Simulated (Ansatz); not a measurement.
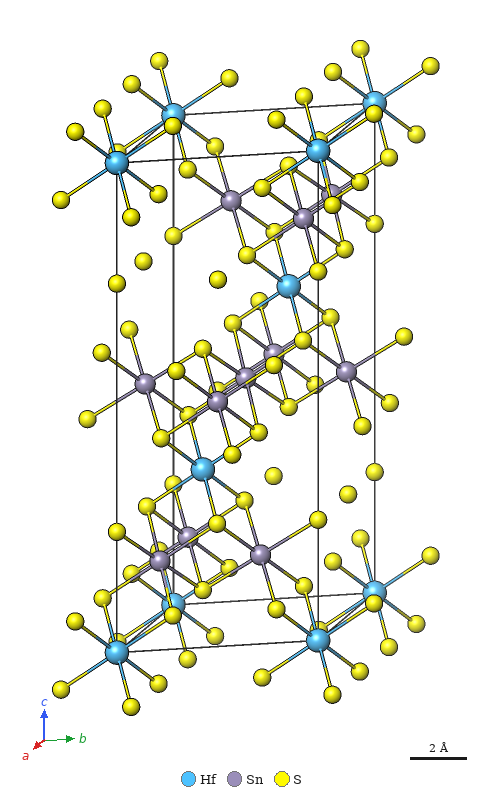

An orthographic ball-and-stick view of the structure, slightly off an axis. The wireframe shows the conventional unit cell. Some neighbours outside the box are added.

HfSn₃S₈, space group R-3m (No. 166), a = 7.470 Å, b = 7.470 Å, c = 18.144 Å, α = 90.00°, β = 90.00°, γ = 120.00°. Source of the structure: a structure type filled with these elements by a generator (whether the compound takes this form wasn't checked). Earlier steps of the study may have refined or changed the cell and positions. It was run through Ansatz as a DFT input.

This one geometry was computed with Ansatz (DFT, plane waves, PAW) at three levels of theory: LDA, PBE and r2SCAN.

Question: Which level gives the highest pressure at this volume, and what does that say about its equilibrium volume?

Answer: Highest: PBE (0.0 GPa), which points to the largest equilibrium volume. Lowest, with the smallest volume: LDA (-4.5 GPa). Levels within 0.5 GPa of each other can't be told apart.

Question: How does the band gap change with the level of theory?

Answer: LDA: a gap of 0.52 eV, indirect; PBE: a gap of 0.72 eV, indirect; r2SCAN: a gap of 1.02 eV, indirect.

Question: Collect the results in a table.

Answer:
| level | cutoff (eV) | k-mesh of the run's cell | gap (eV) | pressure (GPa) |
| --- | --- | --- | --- | --- |
| LDA | 420 | 6×6×6 | 0.52 | -4.5 |
| PBE | 420 | 6×6×6 | 0.72 | 0.0 |
| r2SCAN | 500 | 6×6×6 | 1.02 | -2.0 |

Gaps are taken on the k-mesh or band path of each run.
